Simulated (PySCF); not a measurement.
# C2H4F2 (1,1-difluoroethane): the cost of one run

The runs use PySCF 2.14.0, with density-fitted response routines of our own; the level of theory stands in each step. All values are computed, except where a source is named. Atoms are numbered from 0 throughout.

### Step 1. The molecule as given

8 atoms, charge 0, multiplicity 1; geometry from: PBE0-D3(BJ)/def2-SVP.

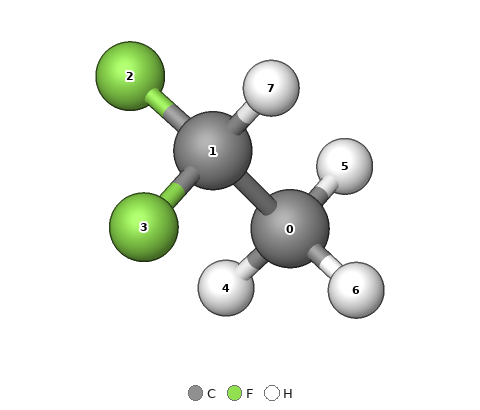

The starting geometry (carbon grey, fluorine green, hydrogen white), atoms numbered.

### Step 2. TDDFT and polarisability: wB97X-D/def2-SVPD

The job: settings as JSON, then the geometry in Å.

```
{"job": {"kind": "uv", "xc": "wB97X-D", "basis": "def2-SVPD", "ip": true}, "charge": 0, "multiplicity": 1}
C     -0.678073    -0.125410    -0.364699
C      0.607089     0.081699     0.381244
F      1.615909    -0.578550    -0.235089
F      0.932576     1.395974     0.399670
H     -0.562376     0.245399    -1.393090
H     -0.930766    -1.194144    -0.394760
H     -1.494934     0.422042     0.124929
H      0.565267    -0.269638     1.428400
```

Method: TDDFT wB97X-D/def2-SVPD, vertical, gas phase, core orbitals frozen in the response.

On the command line:

```sh
OMP_NUM_THREADS=1 python probes_run.py task.json out
```

The driver reads the jobs from task.json and runs them one after another.

Q: Estimate the wall time and peak memory of this first job on 1 thread of Arm Neoverse V1, shared host.

About 15 s, with a peak of 0.53 GiB.
